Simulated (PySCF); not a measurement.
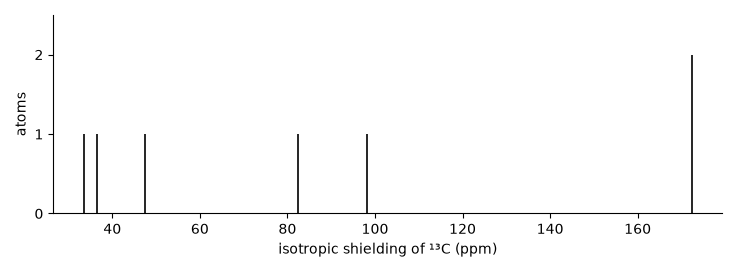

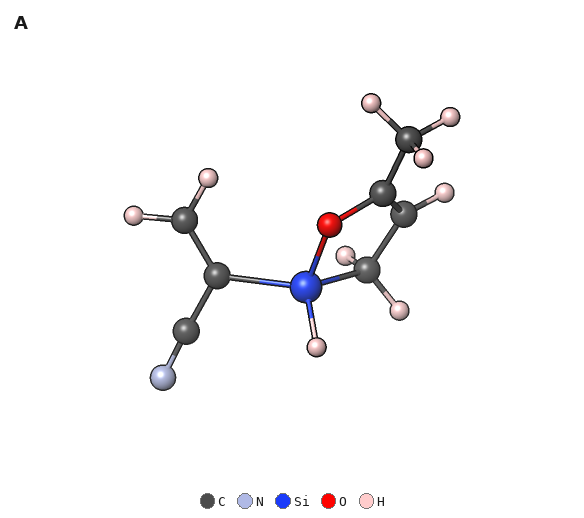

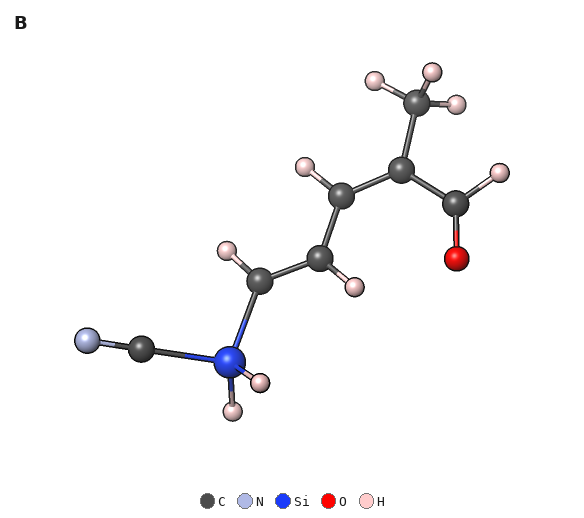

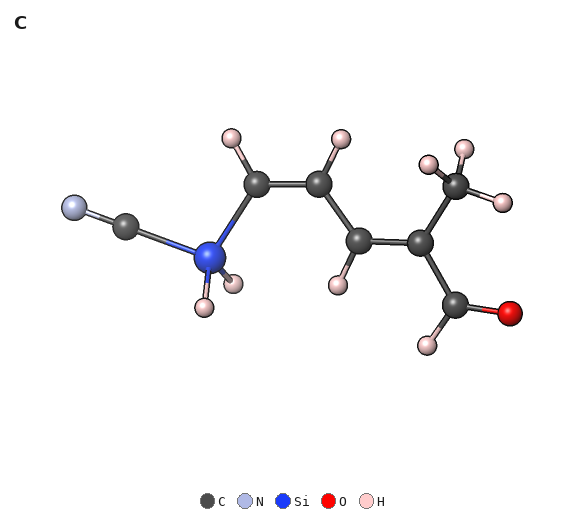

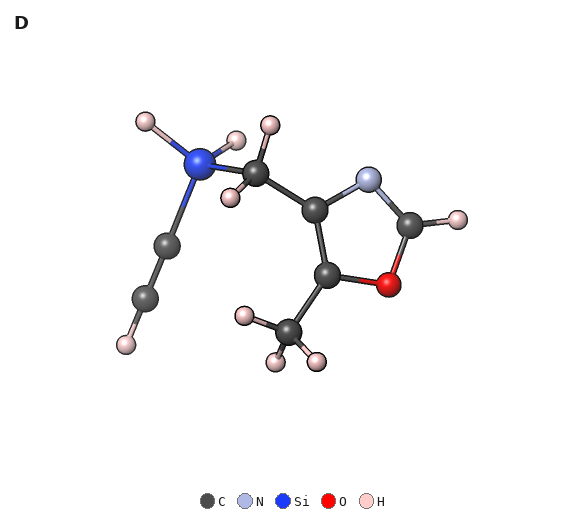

The sticks are computed shieldings of one of the molecules, for one fixed geometry (GFN2-xTB) without averaging over rotations. Low shielding means a high chemical shift. Method: GIAO PBE0/pcSseg-1 NMR shielding, non-relativistic, gas phase (PySCF 2.14.0).

> Which molecule gives this pattern?

D, `C#C[SiH2]Cc1ncoc1C`. Its 7 C atoms give lines at 33.4, 36.6, 47.4, 82.5, 98.1, 172.3 (2 atoms) ppm.

The geometry is semi-empirical. Around Si such bond lengths and angles can be off by a tenth of an ångström or more and by several degrees, and values that hang on the shape move with them.
